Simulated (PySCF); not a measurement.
CHCl$_{3}$, SMILES `ClC(Cl)Cl`.

Method: B3LYP/def2-SVPD; geometry: GFN2-xTB; program: PySCF. No frequency check shows the geometry to be a minimum. GFN2-xTB bond lengths at metals and heavier atoms can be off by up to 0.1 Å and shapes distorted, which carries into these values.

Coordinates in Å:

```
Cl1      1.6183   -0.4339    0.0874
C2       0.0001   -0.0001   -0.4811
Cl3     -1.1850   -1.1845    0.0874
Cl4     -0.4334    1.6184    0.0874
H5      -0.0000   -0.0000   -1.5724
```

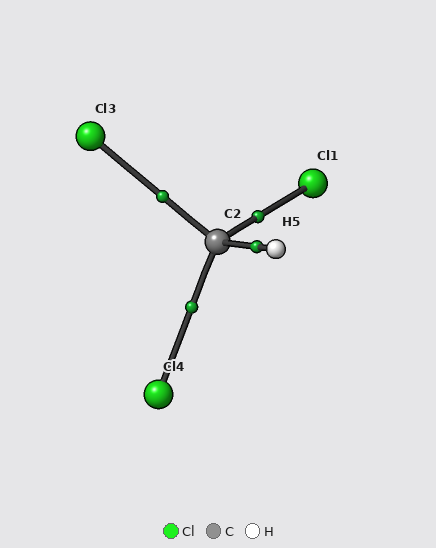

Molecular graph of the electron density (QTAIM): bond paths, bond critical points (green), ring points (magenta, if any); weak paths are dashed.

How many critical points of each kind are there, and does the count close?

Answer. 5 nuclei, 4 bond, 0 ring and 0 cage critical points: 5 − 4 + 0 − 0 = 1, as the Poincaré–Hopf relation requires.

Tabulate density, Laplacian, ellipticity and energy density at the bond critical points (atomic units).

Answer.
```json
{"bond": "C2–H5", "length (Å)": "1.091", "ρ (a.u.)": "0.293", "∇²ρ (a.u.)": "−1.22", "ε": "0.00", "H (a.u.)": "−0.333"}
{"bond": "Cl1–C2 (3 alike)", "length (Å)": "1.769", "ρ (a.u.)": "0.192", "∇²ρ (a.u.)": "−0.25", "ε": "0.02", "H (a.u.)": "−0.124"}
```

What kind of interaction is Cl1–C2?

Answer. Shared-shell (covalent): ρ = 0.192, ∇²ρ = −0.25, H = −0.124 a.u.

The PySCF run took 5.2 s on 1 thread of Intel(R) Xeon(R) 6975P-C (Granite Rapids) (shared host), peak memory 0.42 GiB.
